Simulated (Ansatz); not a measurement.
The reference is KTaO3 in the cubic perovskite structure (space group Pm-3m, No. 221; a = 3.989 Å).

The change: electron doping at 7.0×10^21 cm⁻³ (0.444 per cell), with a uniform compensating background at fixed cell and a 300 K Fermi–Dirac width.

All numbers come from r2SCAN (Ansatz, a first-principles code, PAW, without spin-orbit coupling), earlier PAW set.

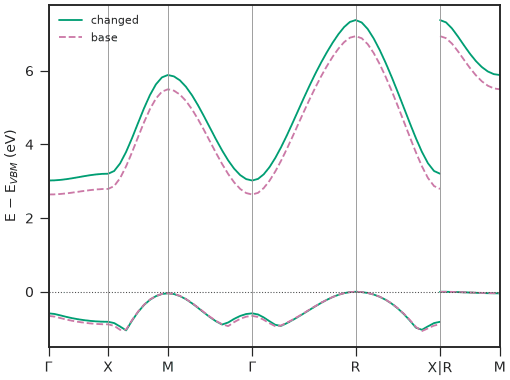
Figure. Highest valence and lowest conduction band along the path, each from its own valence-band maximum

**Question.** From the figure, how large is the changed gap, and is it direct?

**Answer.** About 3.0 eV, indirect, R → Γ.

Charged cell with a jellium background: band edges are those of the host's band count, energies are not comparable with the neutral cell, and many-body gap narrowing is missing. Spin-orbit coupling, missing from the scalar runs, can matter with Ta. Whether these cells are dynamically stable was not tested.
